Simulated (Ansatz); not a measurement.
System: C₃H₅I, SMILES C/C=C/I.

Kohn-Sham orbital energies near the frontier, HSE06/def2-TZVPP with the Ansatz code 0.2.0, at a PBE0-D4/def2-TZVP geometry (a minimum by its frequencies), isolated molecule; empty levels in grey, levels within 0.03 eV side by side.

> Where do the frontier orbitals lie?

HOMO at −6.39 eV, LUMO at −0.86 eV, 5.53 eV apart.

> How far below the HOMO does the next level lie?

0.64 eV.

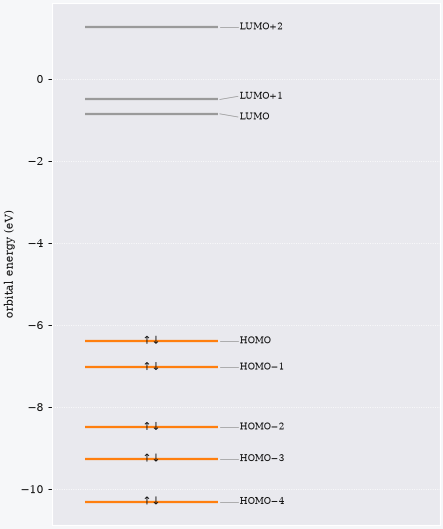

Note: core potentials past krypton; spin-orbit coupling is left out, and with I it can shift these levels and split any degenerate set; empty levels above zero depend strongly on the basis.
